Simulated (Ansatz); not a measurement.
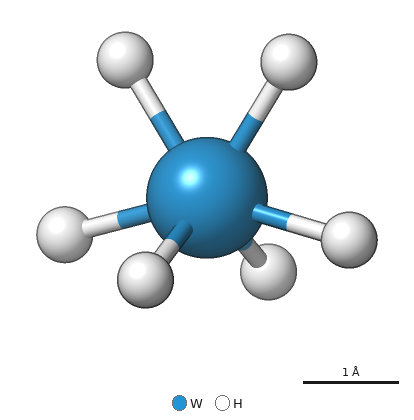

WH$_{6}$, before the relaxation. A ball-and-stick model, seen from a free direction.

The run prepares an end point of a later path (reaction) calculation, from a guessed geometry.

Method: Ansatz 0.2.0, RKS revPBE/def2-TZVP.

Input
```yaml
crystal:
  periodic: [false, false, false]
  atoms:
    - { symbol: W, position_ang: [0.088618, 0.0, 0.088618] }
    - { symbol: H, position_ang: [0.448653, -0.072092, 1.763616] }
    - { symbol: H, position_ang: [1.763616, 0.072092, 0.448653] }
    - { symbol: H, position_ang: [-0.516849, 1.494668, -0.471014] }
    - { symbol: H, position_ang: [-1.436645, 0.119634, 1.023322] }
    - { symbol: H, position_ang: [-0.471014, -1.494668, -0.516849] }
    - { symbol: H, position_ang: [1.023322, -0.119634, -1.436645] }
basis:
  gaussian: { orbitals: def2-TZVP }
hamiltonian:
  xc: revpbe
relax:
  f_tol: 0.03
  max_steps: 50
```

Launched with:
```bash
ansatz run input.yaml --threads 2 --pin off --max-ram 3072MiB --backend cpu --events-out ev --progress --plain --runs-dir out
```

Question: Predict the outcome.

Answer: The largest moves after the best rigid fit, 0.054 Å, are those of H5 and H7. By element the largest moves are H 0.054 Å, W 0.001 Å. Near-neighbour distances that change, for instance: W1–H2 1.715 → 1.703 Å, W1–H5 1.793 → 1.787 Å. Among the angles between lasting bonds that change: H4–W1–H6 122.3° → 118.9°, H5–W1–H7 153.1° → 156.3°. Over 1 accepted move (2 points after the start) the energy falls by 0.38 kcal/mol. The largest force component goes from 0.15 to 0.026 eV/Å. The line search rejected the trial step at point 1 of the run. The run took 5.3 s on 2 threads of Arm Neoverse V1, with other jobs on the host, peak memory 0.12 GiB.

Final geometry:

```xyz
7

W     0.0881    0.0000    0.0881
H     0.4549   -0.0563    1.7505
H     1.7505    0.0563    0.4549
H    -0.5384    1.4702   -0.5124
H    -1.4061    0.1006    1.0630
H    -0.5124   -1.4702   -0.5384
H     1.0630   -0.1006   -1.4061
```

After the run, drawn alike:

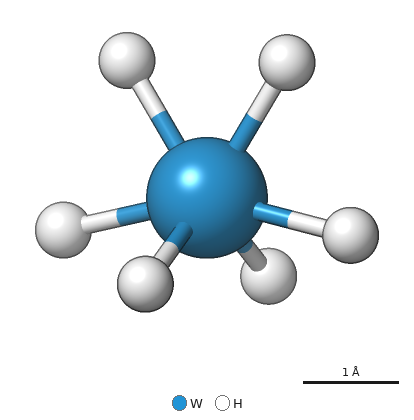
